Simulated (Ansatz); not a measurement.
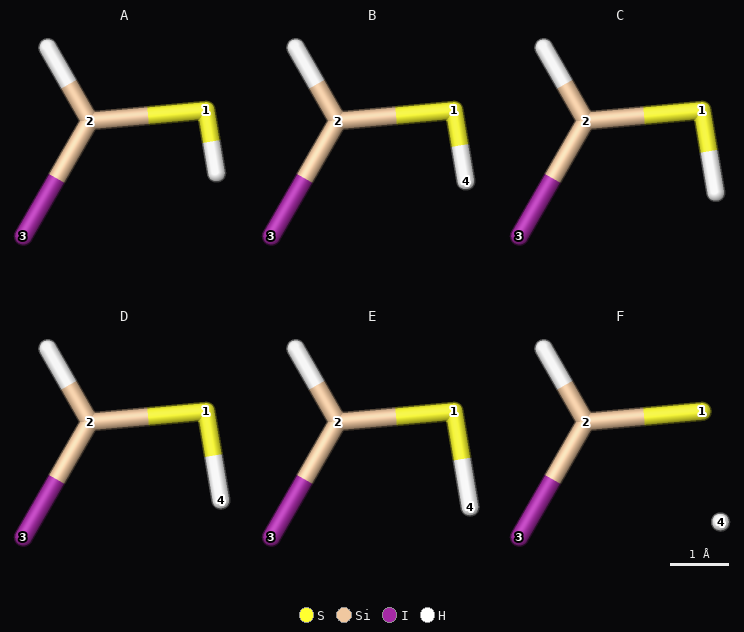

Frames of a one-coordinate scan of SiH2SI (charge +1). A stick model, seen face on.

Level of theory: PBE0-D4 (def2-TZVPP, Ansatz), on geometries moved rigidly from the minimum at PBE0-D4/def2-TZVP. Elements past krypton carry the basis set's effective core potentials. Energies are counted from the PBE0-D4/def2-TZVP minimum geometry at the same level.

Question: What is being scanned?

Answer: The S–H bond length is varied, with the rest of the molecule carried along rigidly. In the frames the distance is 1.108 Å (A), 1.248 Å (B), 1.453 Å (C), 1.570 Å (D), 1.693 Å (E), 1.959 Å (F). Their energies are 113.2 kJ/mol, 15.5 kJ/mol, 11.0 kJ/mol, 41.9 kJ/mol, 85.0 kJ/mol, 187.1 kJ/mol.
